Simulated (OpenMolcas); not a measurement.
**Pd²⁺ in SrF2: CASSCF and CASPT2 levels and susceptibility**

Aim: the ligand-field states of Pd²⁺ in this surrounding, its lowest levels with spin-orbit coupling and its magnetic susceptibility.

Method: state-averaged CASSCF and CASPT2, spin-orbit coupling by RASSI with atomic mean-field integrals. Code: OpenMolcas 26.06.

## Step 1: Starting point

* Species: Pd²⁺ (palladium, Z = 46, 44 electrons)
* Basis: ANO-RCC-VDZP [6s5p3d1f], 155 functions with the ligands
* Scalar Hamiltonian: DKH2, point nucleus
* Inactive shells: 1s 2s 2p 3s 3p 3d 4s 4p of the metal, and all ligand shells
* Active space: 8 electrons in 5 orbitals (4d)
* Some configurations of this space: 4d8
* Orbitals: optimised for each spin and parity, averaged over all roots

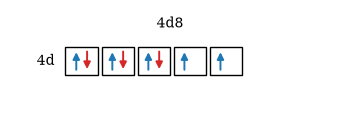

Occupation of the outer shells (arrows by Hund's rule).

Pd²⁺ is taken with its 8 nearest fluoride ions at 2.426 Å, on the cation site of SrF2 (a = 5.796 Å). The rest of the host is ab initio model potentials to 7.6 Å and point charges beyond; the distance is set by hand, nothing relaxes, and no local charge compensation is placed. Ligand basis ANO-RCC-VDZP.

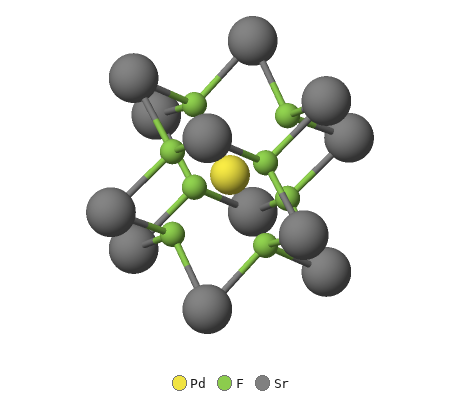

The cluster and the nearest host cations, which are model potentials (palladium yellow, fluorine green, strontium grey); what lies farther out is not drawn.

```xyz
21

Pd    0.0000    0.0000    0.0000
F     1.4007    1.4007    1.4007
F     1.4007    1.4007   -1.4007
F     1.4007   -1.4007    1.4007
F     1.4007   -1.4007   -1.4007
F    -1.4007    1.4007    1.4007
F    -1.4007    1.4007   -1.4007
F    -1.4007   -1.4007    1.4007
F    -1.4007   -1.4007   -1.4007
Sr    0.0000    2.8980   -2.8980
Sr    0.0000   -2.8980    2.8980
Sr    0.0000    2.8980    2.8980
Sr    0.0000   -2.8980   -2.8980
Sr    2.8980   -2.8980    0.0000
Sr   -2.8980    2.8980    0.0000
Sr    2.8980    0.0000   -2.8980
Sr   -2.8980    0.0000    2.8980
Sr    2.8980    0.0000    2.8980
Sr   -2.8980    0.0000   -2.8980
Sr    2.8980    2.8980    0.0000
Sr   -2.8980   -2.8980    0.0000
```

Each step is its own input file, run in one work folder so that later steps find the files of earlier ones. Labels, J, g values, rates, χT and fits are worked out afterwards by a script from the matrices that RASSI stores.

## Step 2: Basis and integrals

File a.inp:

```
&GATEWAY
Basis set
Pd.ANO-RCC-VDZP.
Pd1 0.0 0.0 0.0 Angstrom
End of basis
Basis set
F.ANO-RCC-VDZP.
L1 1.400652 1.400652 1.400652 Angstrom
L2 1.400652 1.400652 -1.400652 Angstrom
L3 1.400652 -1.400652 1.400652 Angstrom
L4 1.400652 -1.400652 -1.400652 Angstrom
End of basis
Basis set
Sr.EMB-AIMP.Pascual.0s.0s.ECP.SrF2.
PseudoCharge
* 21 symmetry-unique lattice sites within 7.6 angstrom
End of basis
Basis set
F.EMB-AIMP.Pascual.0s.0s.ECP.SrF2.
PseudoCharge
* 40 symmetry-unique lattice sites within 7.6 angstrom
End of basis
Symmetry
XYZ
AngMom=0.0 0.0 0.0
AMFI
RICD
XField
1348 Angstrom 0
* Evjen-weighted lattice charges
&SEWARD
```

Command:

```bash
OMP_NUM_THREADS=1 MOLCAS_MEM=2457 MOLCAS_PROJECT=a pymolcas a.inp > a.log
```

## Step 3: Reference wave functions, triplets, 10 roots

File a.inp:

```
&RASSCF
FileOrb=start.orb
Symmetry=1
Spin=3
nActEl=8 0 0
Inactive=29 29
Ras2=5 0
CIRoot=10 10 1
SDav=10
CIMx=300
Iter=150 100
PrWF=0.3
OrbListing=Nothing
MaxOrb=0
LevShft=1.0
>>> COPY $Project.JobIph JOB001
```

start.orb holds start orbitals that the driver prepared beforehand, or those of the step before.

## Step 4: CASSCF: singlets, 15 roots

File a.inp:

```
&RASSCF
FileOrb=start.orb
Symmetry=1
Spin=1
nActEl=8 0 0
Inactive=29 29
Ras2=5 0
CIRoot=15 15 1
SDav=15
CIMx=300
Iter=150 100
PrWF=0.3
OrbListing=Nothing
MaxOrb=0
LevShft=1.0
>>> COPY $Project.JobIph JOB002
```

## Step 5: RASSI: spin-orbit coupling between the states

File a.inp:

```
&RASSI
NrOfJobIphs=2 10 15
1 2 3 4 5 6 7 8 9 10
1 2 3 4 5 6 7 8 9 10 11 12 13 14 15
IphNames
JOB001
JOB002
EJob
SpinOrbit
DIPRint=1.0
SOCoupling=1000.0
Subsets=2
Property=9
'ANGMOM' 1 'ANGMOM' 2 'ANGMOM' 3 'MLTPL  1' 1 'MLTPL  1' 2 'MLTPL  1' 3
'AMFI' 1 'AMFI' 2 'AMFI' 3
SOProperty=3
'ANGMOM' 1 'ANGMOM' 2 'ANGMOM' 3
```

## Step 6: CASPT2: IPEA 0.25, imaginary shift 0.1 (closed shells correlated: 4s 4p of the metal, with ligand shells; the Frozen line counts the rest)

File a.inp:

```
>>> COPY JOB001 $Project.JobIph
&CASPT2
Multistate=10 1 2 3 4 5 6 7 8 9 10
NoMult
Frozen=12 10
IPEA=0.25
Imaginary=0.1
MaxIter=60
WThr=0.0 0.3 0.05
PrWF=0.5
NoMix
>>> COPY JOB002 $Project.JobIph
&CASPT2
Multistate=15 1 2 3 4 5 6 7 8 9 10 11 12 13 14 15
NoMult
Frozen=12 10
IPEA=0.25
Imaginary=0.1
MaxIter=60
WThr=0.0 0.3 0.05
PrWF=0.5
NoMix
```

(Steps that only read results are left out.)

**Question.** What will these runs give? Wanted: spin-free ground state; first state of the same spin within the active space; lowest level; next level.

As calculated:

| quantity | value |
| --- | --- |
| method | SS-CASPT2, IPEA 0.25, imaginary shift 0.1 (closed shells correlated: 4s 4p of the metal, with ligand shells; the Frozen line counts the rest) |
| spin-free ground state | 3T1, 3-fold in its orbital part |
| first state of the same spin within the active space | 3T2 at 5170 cm⁻¹ |
| lowest level | 1-fold A1 |
| next level | 818.5 cm⁻¹ |
| χT at 300 K | 1.67 cm³ K/mol |
| effective moment at 300 K | 3.66 μB |

Cost by method:

| method | time of its own steps | time with the reference |
| --- | --- | --- |
| A. CASSCF | 18 s | 18 s |
| B. SS-CASPT2, IPEA 0.25, imaginary shift 0.1, +4s 4p | 94 s | 1.9 min |

Times are of one thread on a shared host.

The spin-free ground state (3T1) comes to 99 % from free-ion F terms and keeps the highest spin of the shell. χT at 300 K is 1.67, against 1.00 cm³ K/mol for the spin alone, so orbital moment adds to it. A ligand-field fit to the states below 45000 cm-1 gives 10Dq = -6705 cm-1, B = 735 cm-1 and C = 2758 cm-1 (C/B = 3.75), with a deviation of 421 cm-1. CASPT2 does not keep the components of a term degenerate, and the means are used.
